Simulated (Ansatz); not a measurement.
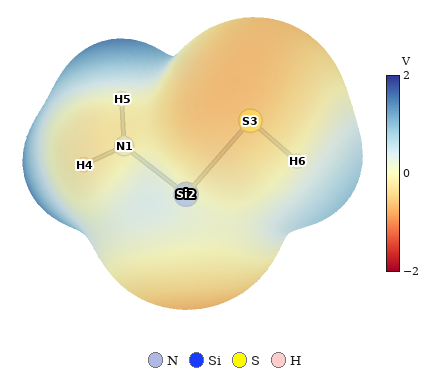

Figure. H$_{3}$NSSi (SMILES N[Si]S). The molecular electrostatic potential painted on the density surface at 0.001 e/bohr³, seen at a tilt; the colour scale runs from red (negative) to blue (positive).

Method: RKS B3LYP-D4/def2-TZVP (Ansatz 0.2.0).

```yaml
atoms:
  - { symbol: N, position_ang: [-1.2865, -0.1762, -0.6596] }
  - { symbol: Si, position_ang: [-0.5387, -0.7719, 0.7631] }
  - { symbol: S, position_ang: [1.4848, -0.1010, 0.3121] }
  - { symbol: H, position_ang: [-2.2755, -0.3096, -0.8057] }
  - { symbol: H, position_ang: [-0.8564, 0.3221, -1.4257] }
  - { symbol: H, position_ang: [2.0057, -0.5925, 1.4473] }
```

### Describe the electrostatic potential map.

The most negative region (about −0.7 V) lies over Si2 and S3, the most positive (about +1.5 V) over H4.
